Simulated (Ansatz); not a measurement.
**Fields on a plane of Ru (hcp, Mg type)**

```
Ru
1.0
    2.70456     0.00000     0.00000
   -1.35228     2.34222     0.00000
    0.00000     0.00000     4.26009
Ru
2
Direct
  0.33333   0.66667   0.75000
  0.66667   0.33333   0.25000
```

The slice is a (0001) plane (indices of the conventional cell) through the point (0.667, 0.333, 0.250) (fractional), spanned by u = [110] and v = [1 -1 0] in vectors of this cell: u (2.70 Å) and v (4.68 Å, at 90° to u). It covers one period; positions are fractions (u, v).

Atoms on it: Ru at (0.00, 0.00); Ru at (0.50, 0.50).

The numbers are results of r2SCAN (plane waves to 500 eV, PAW, scalar-relativistic; Ansatz, a quantum-chemistry and plane-wave program), not measurements. k mesh 20×20×11. Near the nuclei the fields are pseudised (PAW); where an atom keeps semicore shells as valence, they peak there. Ru is run without spin polarisation. Ru was relaxed with its symmetry unable to fall.

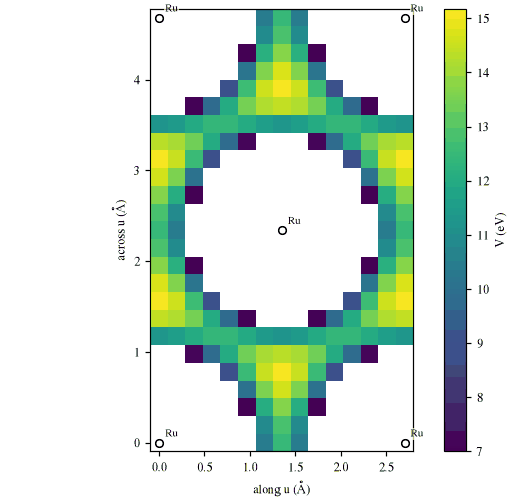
Electrostatic potential energy of an electron, from the cell's mean, in eV, one period of the plane, atoms marked. Points within 1 Å of a nucleus are left white, as the pseudised field means little there. Values under 7 eV are set to 7. The zero, the cell's mean, hangs on the PAW cores.

```
|9999997755221100112255779999|
|9999886644110000001144668899|
|7777664422110000001122446677|
|5555442211000000000011224455|
|2222111100000000000000111122|
|0000000000000000000000000000|
|0000000011112222221111000000|
|0000001122445555554422110000|
|0000112244667788776644221100|
|0000114466889999998866441100|
|0011225577999999999977552211|
|0011225588999999999988552211|
|0011225577999999999977552211|
|0000114466889999998866441100|
|0000112244667777776644221100|
|0000001122445555554422110000|
|0000000011112222221111000000|
|0000000000000000000000000000|
|2222111100000000000000111122|
|5555442211000000000011224455|
|8877664422110000001122446677|
|9999886644110000001144668899|
|9999997755221100112255779999|
|9999998855221100112255889999|
```
Scale: ten equal steps from -0.53 (start of '0') to 1.00 (end of '9'), in the order '0123456789'. Values: log₁₀ of the valence density in e/Å³. The map has 14 points along u (two characters each, u = 0 at the left) and 24 along v (v = 0 in the bottom row). The scale is logarithmic, as a density can span decades between atoms and voids.

The density on the Ru–Ru line (2.70 Å) at its midpoint is 0.38 e/Å³ and the ELF at that point is 0.31.
